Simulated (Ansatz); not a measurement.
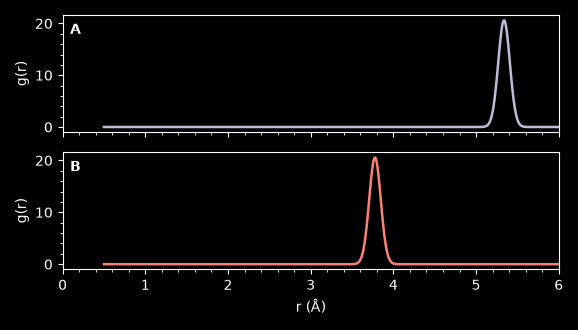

Partial pair correlation functions g(r) computed from the static structure of Cs4Br, each distance broadened by a Gaussian of σ = 0.07 Å. Structure used: the end point of a relaxation with Ansatz, DFT PBE, scalar-relativistic, plane waves, PAW; the starting structure was generated, so it need not be a known form of this composition.

```
Cs Br
1.0
     7.55815    0.00000    0.00000
     0.00000    7.55815    0.00000
     0.00000    0.00000    7.55815
Cs Br
4 1
Direct
  0.50000 0.00000 0.00000
  0.00000 0.50000 0.00000
  0.00000 0.00000 0.50000
  0.50000 0.50000 0.50000
  0.00000 0.00000 0.00000
```

Q: Which pair of elements belongs to which panel?

A: panel A is Cs–Cs (first distance 5.34 Å); panel B is Cs–Br (first distance 3.78 Å).

Q: Tabulate the first and second shells, merging distances less than 0.12 Å apart and averaging over sites.

A:
| pair | first shell (Å) | neighbours in it | second shell (Å) | neighbours in the second |
| --- | --- | --- | --- | --- |
| Cs–Cs | 5.34 | 12 Cs per Cs | beyond the range | – |
| Cs–Br | 3.78 | 1.5 Br per Cs | beyond the range | – |
